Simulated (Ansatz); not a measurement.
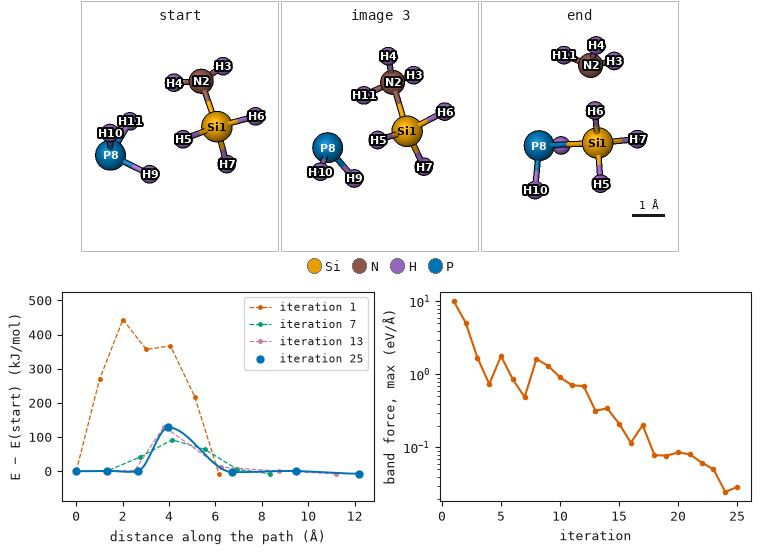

NEB run on SiPNH8, made up at the start of SiNH5 and PH3. Images are numbered from 0 (start) to 6 (end). The plot follows the band through its iterations. Style: ball-and-stick. Shown at a tilt.

The calculation used RKS PBE-D4/6-31G* (Ansatz 0.2.0). Set-up: 5 movable images; climbing image; force threshold 0.03 eV/Å; iteration limit 60; starting path through a guess of the saddle point.

### How did the profile develop, and is the result final?

The run is converged, with reservations. The band converged in 25 iterations. The largest component of the band force went from 10 to 0.029 eV/Å. The climbing image converged on the top of the path. Its vibrational analysis gives one imaginary mode (317i cm⁻¹), as a transition state must have. The first iteration put the highest image at 444.2 kJ/mol. Forward barrier 128.2 kJ/mol, backward barrier 135.4 kJ/mol, with image 3 at the top; the reaction energy is −7.2 kJ/mol.

Limits of the set-up: the start holds two separate molecules, 2.5 Å apart at their closest, whose relative position is a soft coordinate.

Cost: 2.3 min on 1 thread of Intel(R) Xeon(R) 6975P-C (Granite Rapids), with other jobs on the host, peak memory 0.14 GiB.
